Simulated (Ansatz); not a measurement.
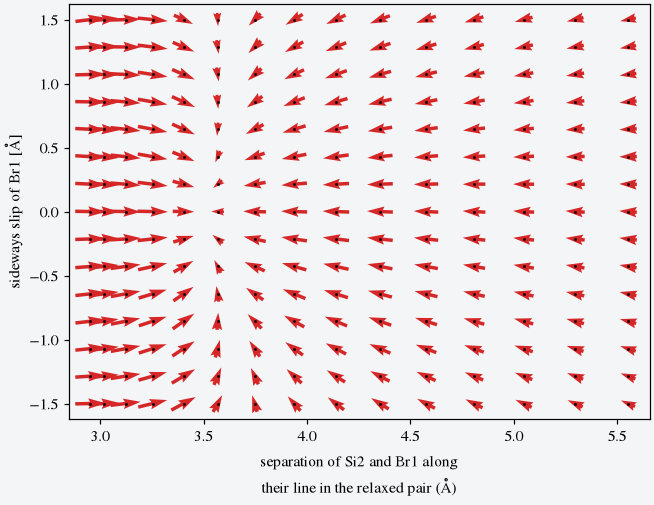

The pair Br···H₄OSi, charge −1. The first coordinate is: separation of Si2 and Br1 along their line in the relaxed pair; the second: sideways slip of Br1. Nothing is relaxed (both partners rigid). The scan uses a 15 × 15 grid. Points are written as (first, second). The calculation used Ansatz, RHF/def2-SVPD.

Drawn: dots at the grid points, arrows along the force (downhill), their lengths compressed.

**The arrows alone are given. Where is the energy lowest?**

The arrows converge at about (3.515 Å, 0.001 Å) (read from the interpolated surface).

The energy map of the same scan:

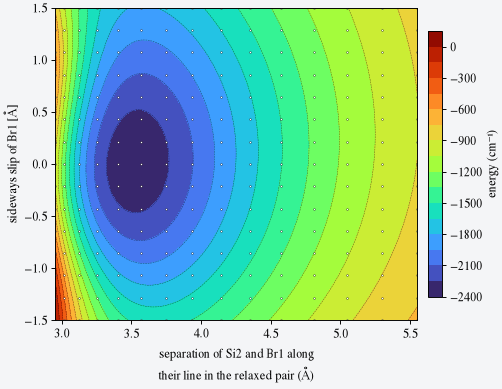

Energies are in cm⁻¹, from the ion and the molecule far apart, frozen as in the relaxed pair, each in its own basis (no counterpoise correction); between grid points the surface is interpolated.
